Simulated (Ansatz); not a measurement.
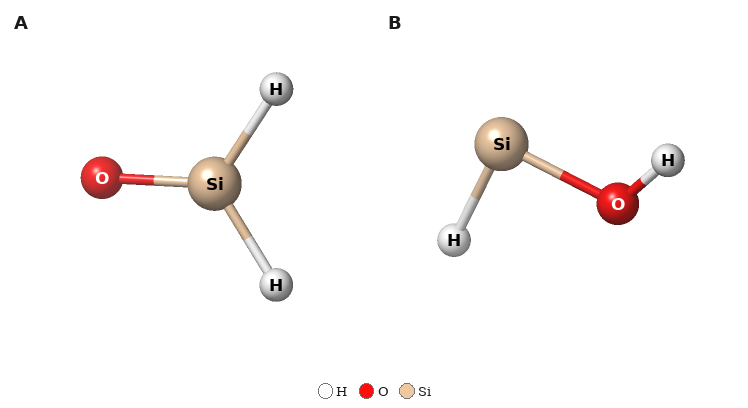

2 stationary structures of one formula. Geometries: PBE0-D4/def2-TZVP. Electronic energies: RHF-CCSD(T) (frozen core)/def2-TZVPP (Ansatz 0.2.0), without zero-point energy.

> Which structure is the most stable?

B is lowest (Cs, a minimum); A lies 0.074 eV above it (C2v, a minimum).
